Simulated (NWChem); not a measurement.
# [AlH4]− (SMILES [AlH4-]): levels of theory compared

Aim: a comparison of 5 runs (HF/STO-3G, HF/def2-SVP, PBE0/def2-SVP, MP2/STO-3G, MP2/def2-TZVP) of [AlH4]−. 

Program for the calculation: NWChem 7.3.0.

**1. Starting point**

The species is [AlH4]− (5 atoms), meant as a singlet with charge -1. As SMILES, `[AlH4-]`. The shape comes from GFN2-xTB, which is rough for such elements, and wasn't checked as a minimum.

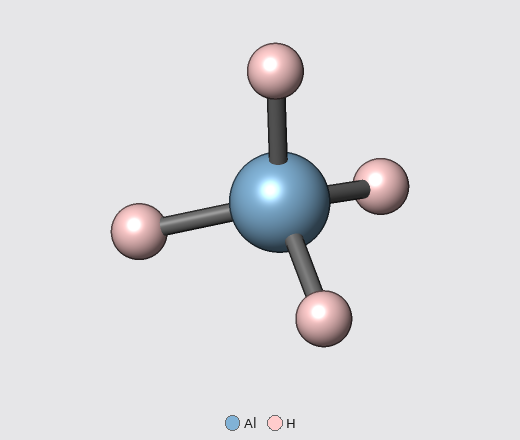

The structure, seen from a chosen angle (aluminium light blue, hydrogen pink).

**2. Energy and gradient at HF/STO-3G (run 1)**

Input file alh4.xyz:

```xyz
5

Al    -0.000020     0.000060    -0.001080
H      1.443510    -0.504270     0.556410
H     -1.182970    -0.604500     0.939130
H     -0.203840    -0.517130    -1.530710
H     -0.056670     1.625850     0.036250
```

Input file run.py:

```python
from ase.io import read
from ase.calculators.nwchem import NWChem

molecule = read('alh4.xyz')

calc = NWChem(
    label='alh4',
    theory='scf',
    memory='2200 mb',
    basis='STO-3G',
    basispar='spherical bse',
    charge=-1,
    scf={'nopen': '0', 'rhf': None, 'thresh': '1e-08', 'maxiter': '80'},
)
molecule.calc = calc

forces = molecule.get_forces()
print("Total energy (eV):", round(molecule.get_potential_energy(), 6))
print("forces (eV/A):")
for s, f in zip(molecule.symbols, forces):
    print(f"{s:2s} {f[0]:10.5f} {f[1]:10.5f} {f[2]:10.5f}")
print("dipole (e A):", molecule.get_dipole_moment().round(4))
```

Command:

```console
$ export ASE_NWCHEM_COMMAND="nwchem PREFIX.nwi > PREFIX.nwo"
$ python run.py
```

Standard output:

```text
Total energy (eV): -6561.950571
forces (eV/A):
Al    0.00077   -0.00422    0.02509
H    -1.97219    0.68864   -0.76994
H     1.61419    0.82568   -1.29080
H     0.28051    0.70983    2.09365
H     0.07672   -2.21994   -0.05795
dipole (e A): [-0.      0.0001 -0.0018]
```

The calculator wrote alh4.nwi:

```
title "alh4"

permanent_dir alh4

scratch_dir alh4

start alh4

geometry units angstrom nocenter noautosym noautoz
  Al -2.0000000000000002e-05 6.0000000000000002e-05 -1.0800000000000000e-03
  H  1.4435100000000001e+00 -5.0427000000000000e-01 5.5640999999999996e-01
  H  -1.1829700000000001e+00 -6.0450000000000004e-01 9.3913000000000002e-01
  H  -2.0383999999999999e-01 -5.1712999999999998e-01 -1.5307100000000000e+00
  H  -5.6669999999999998e-02 1.6258500000000000e+00 3.6249999999999998e-02
end

charge -1

memory 2200 mb

basis spherical bse noprint
   * library STO-3G
end

scf
  nopen 0
  rhf
  thresh 1e-08
  maxiter 80
end

task scf gradient
```

alh4.nwo:

```text
Northwest Computational Chemistry Package (NWChem) 7.3.0
             --------------------------------------------------------

           Job information
           ---------------

    nwchem branch   = 7.3.0
    use scalapack   = T
    input           = alh4.nwi
    prefix          = alh4.
    data base       = alh4/alh4.db
    status          = startup
    nproc           =        1

           Memory information
           ------------------

    heap     =     72089600 doubles =      550.0 Mbytes
    stack    =     72089597 doubles =      550.0 Mbytes
    global   =    144179200 doubles =     1100.0 Mbytes (distinct from heap & stack)
    total    =    288358397 doubles =     2200.0 Mbytes
    verify   = yes
    hardfail = no

[... 127 lines left out ...]
 Convergence threshold     :          1.000E-08
[... 13 lines left out ...]
       Final RHF  results
[... 3 lines left out ...]
      One-electron energy =   -378.429943805658
[... 1 line left out ...]
 Nuclear repulsion energy =     18.102885669631
[... 21 lines left out ...]
                       ROHF Final Molecular Orbital Analysis
[... 133 lines left out ...]
    atom               coordinates                        gradient
                 x          y          z           x          y          z
   1 Al     -0.000038   0.000113  -0.002041   -0.000015   0.000082  -0.000488
   2 H       2.727838  -0.952932   1.051462    0.038353  -0.013392   0.014973
   3 H      -2.235489  -1.142339   1.774698   -0.031391  -0.016057   0.025102
   4 H      -0.385202  -0.977234  -2.892622   -0.005455  -0.013804  -0.040715
   5 H      -0.107091   3.072411   0.068503   -0.001492   0.043171   0.001127

                 ----------------------------------------
                 |  Time  |  1-e(secs)   |  2-e(secs)   |
                 ----------------------------------------
                 |  CPU   |       0.00   |       0.01   |
                 ----------------------------------------
                 |  WALL  |       0.00   |       0.01   |
                 ----------------------------------------

 Task  times  cpu:        0.1s     wall:        0.1s
 Total times  cpu:        0.1s     wall:        0.1s
```

Wall time 1.1 s (1 thread of Intel Xeon 6975P-C (Granite Rapids), shared host); peak memory 0.099 GiB.

**3. Energy and gradient at HF/def2-SVP (run 2)**

Input file input.xyz:

```xyz
5

Al    -0.000020     0.000060    -0.001080
H      1.443510    -0.504270     0.556410
H     -1.182970    -0.604500     0.939130
H     -0.203840    -0.517130    -1.530710
H     -0.056670     1.625850     0.036250
```

Input file input.nw:

```
start input
memory stack 880 mb heap 220 mb global 1100 mb
charge -1
geometry noautosym nocenter noautoz
load format xyz input.xyz
end
basis spherical bse
* library def2-SVP
end
scf
thresh 1e-08
maxiter 80
end
task scf gradient
```

Command:

```console
$ nwchem input.nw > input.out
```

Standard output:

```text
[...]
  functions       =    38
[...]
  wavefunction    = RHF
[...]
         Total SCF energy =   -244.157600960431
      One-electron energy =   -379.389582044275
      Two-electron energy =    117.129095414213
 Nuclear repulsion energy =     18.102885669632
        Time for solution =      0.4s
[...]
                         RHF ENERGY GRADIENTS
    atom               coordinates                        gradient
                 x          y          z           x          y          z
   1 Al     -0.000038   0.000113  -0.002041   -0.000009   0.000063  -0.000215
   2 H       2.727838  -0.952932   1.051462   -0.004551   0.001595  -0.001645
   3 H      -2.235489  -1.142339   1.774698    0.003758   0.001912  -0.002881
   4 H      -0.385202  -0.977234  -2.892622    0.000614   0.001585   0.004764
   5 H      -0.107091   3.072411   0.068503    0.000188  -0.005155  -0.000023
[...]
```

It took 1.1 s on 1 thread of Intel Xeon 6975P-C (Granite Rapids), shared host; peak memory 0.096 GiB.

**4. Energy and gradient at PBE0/def2-SVP (run 3)**

Input file alh4.nw:

```
START alh4
memory 2200 mb
charge -1

GEOMETRY units bohr noautosym nocenter noautoz
 Al    -0.00003779     0.00011338    -0.00204090
 H      2.72783856    -0.95293219     1.05146251
 H     -2.23548931    -1.14233944     1.77469850
 H     -0.38520177    -0.97723407    -2.89262268
 H     -0.10709078     3.07241122     0.06850257
END

BASIS spherical bse
 * library def2-SVP
END

DFT
 xc pbe0
 grid xfine
 convergence energy 1e-08
 iterations 100
 mulliken
END

TASK dft gradient
```

Command:

```console
$ nwchem alh4.nw > alh4.out
```

Standard output:

```text
[...]
          Wavefunction type:  closed shell.
          No. of atoms     :     5
          No. of electrons :    18
[...]
          Charge           :    -1
          Spin multiplicity:     1
[...]
          AO basis - number of functions:    38
[...]
              XC Information
              --------------
                         PBE0 Method XC Functional
                     Hartree-Fock (Exact) Exchange  0.250
          PerdewBurkeErnzerhof Exchange Functional  0.750
            Perdew 1991 LDA Correlation Functional  1.000 local
           PerdewBurkeErnz. Correlation Functional  1.000 non-local
[...]
 d= 0,ls=0.0,diis     1   -244.5302059320 -2.63D+02  3.24D-02  8.53D-01     0.6
[...]
 d= 0,ls=0.0,diis     6   -244.6360050372 -6.27D-10  3.77D-07  1.91D-11     3.1
         Total DFT energy =     -244.636005037166
      One electron energy =     -379.522628348284
           Coulomb energy =      136.955118393887
    Exchange-Corr. energy =      -20.171379446251
 Nuclear repulsion energy =       18.102884363481
[...]
      Total Density - Mulliken Population Analysis
     ---------------------------------------------
    Atom       Charge   Shell Charges
 -----------   ------   -------------------------------------------------------
    1 Al  13    12.86   2.00  1.98  0.81  0.27  5.93  0.89  0.86  0.12
    2 H    1     1.28   0.71  0.57  0.00
    3 H    1     1.28   0.71  0.57  0.00
    4 H    1     1.28   0.71  0.57  0.00
    5 H    1     1.28   0.71  0.57  0.00
[...]
  wavefunction    = closed shell
                         DFT ENERGY GRADIENTS
    atom               coordinates                        gradient
                 x          y          z           x          y          z
   1 Al     -0.000038   0.000113  -0.002041   -0.000009   0.000063  -0.000173
   2 H       2.727839  -0.952932   1.051463   -0.004696   0.001645  -0.001721
   3 H      -2.235489  -1.142339   1.774699    0.003872   0.001971  -0.002991
   4 H      -0.385202  -0.977234  -2.892623    0.000640   0.001646   0.004930
   5 H      -0.107091   3.072411   0.068503    0.000193  -0.005325  -0.000045
[...]
```

It took 4.5 s on 1 thread of Intel Xeon 6975P-C (Granite Rapids), shared host; peak memory 0.12 GiB.

Run 4 isn't shown in full; the table further down has it.

**5. Energy and gradient at MP2/def2-TZVP (run 5)**

Input file calc.xyz:

```xyz
5
AlH4 mp2
Al    -0.000020     0.000060    -0.001080
H      1.443510    -0.504270     0.556410
H     -1.182970    -0.604500     0.939130
H     -0.203840    -0.517130    -1.530710
H     -0.056670     1.625850     0.036250
```

Input file calc.nw:

```
START calc
TITLE "AlH4 mp2"
memory total 2200 mb
charge -1

GEOMETRY units angstroms noautosym nocenter noautoz
 load calc.xyz
END

BASIS spherical bse
 * library def2-TZVP
END

SCF
 thresh 1e-08
 maxiter 80
 noprint "final vectors analysis"
END

MP2
 freeze core 5
 tight
END

TASK mp2 gradient
```

Command:

```console
$ nwchem calc.nw > calc.out
```

Standard output:

```text
[...]
  functions       =    61
[...]
  wavefunction    = RHF
[...]
         Total SCF energy =   -244.244565653545
      One-electron energy =   -379.489332626540
      Two-electron energy =    117.141881303363
 Nuclear repulsion energy =     18.102885669632
        Time for solution =      2.2s
[...]
          Total MP2 energy          -244.360112229270
[...]
                         mp2 ENERGY GRADIENTS
    atom               coordinates                        gradient
                 x          y          z           x          y          z
   1 Al     -0.000038   0.000113  -0.002041   -0.000009   0.000062  -0.000191
   2 H       2.727838  -0.952932   1.051462   -0.002433   0.000855  -0.000842
   3 H      -2.235489  -1.142339   1.774698    0.002019   0.001024  -0.001513
   4 H      -0.385202  -0.977234  -2.892622    0.000319   0.000832   0.002528
   5 H      -0.107091   3.072411   0.068503    0.000104  -0.002773   0.000019
[...]
```

Wall time 6.6 s (1 thread of Intel Xeon 6975P-C (Granite Rapids), shared host); peak memory 0.13 GiB.

**6. Overview of the runs**

| run | level | iteration cap | module | energy (Eh) | HOMO energy (eV) | LUMO energy (eV) | HOMO–LUMO gap (eV) | wall time |
| --- | --- | --- | --- | --- | --- | --- | --- | --- |
| 1 | HF/STO-3G | 80 | scf | -241.147238 | -1.39 | 22.04 | 23.42 | 1.1 s |
| 2 | HF/def2-SVP | 80 | scf | -244.157601 | -5.24 | 9.65 | 14.88 | 1.1 s |
| 3 | PBE0/def2-SVP | 100 | dft | -244.636005 | -2.10 | 6.96 | 9.06 | 4.5 s |
| 4 | MP2/STO-3G | 80 | mp2 | -241.188162 | -1.39 | 22.04 | 23.42 | 1.2 s |
| 5 | MP2/def2-TZVP | 80 | mp2 | -244.360112 | – | – | – | 6.6 s |

**7. Results**

| quantity | value |
| --- | --- |
| run 5: total energy | -244.36011 Eh |
| run 5: correlation energy (5 core orbitals frozen) | -115.5 mEh |
| run 5: largest force on an atom | 0.143 eV/Å |

In words: Over runs 1, 2, 3 the HOMO–LUMO gap runs from 9.06 eV (PBE0/def2-SVP) to 23.42 eV (HF/STO-3G). The two ends differ in method and basis. The empty levels of an anion lie above zero and hang on the basis. In runs 1, 4 the basis is minimal, so the values are rough. All runs together took 15 s, the longest 6.6 s.
